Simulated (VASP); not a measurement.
Band structure of Cu₂O (cuprite). Calculation: r2SCAN+rVV10, VASP's PBE PAW potentials (set 64) (plane waves; VASP).

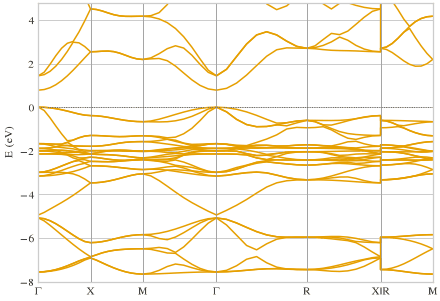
Figure. Bands along high-symmetry lines, zero at the valence-band maximum or, without a gap, the Fermi level

Read the plot: is there a gap, and where are the band edges?

The gap is direct, 0.78 eV, from the valence maximum at Γ to the conduction minimum at Γ.

Measured: gap 2.20 eV (computed value off by -1.42 eV), as given by Wei Chen et al., Physical Review Materials (2018), doi:10.1103/physrevmaterials.2.073803 [zero-point renormalisation of 0.03 eV added back (the table's ZPR column)].

The compound is Cu2O in the cuprite structure. It was relaxed first.
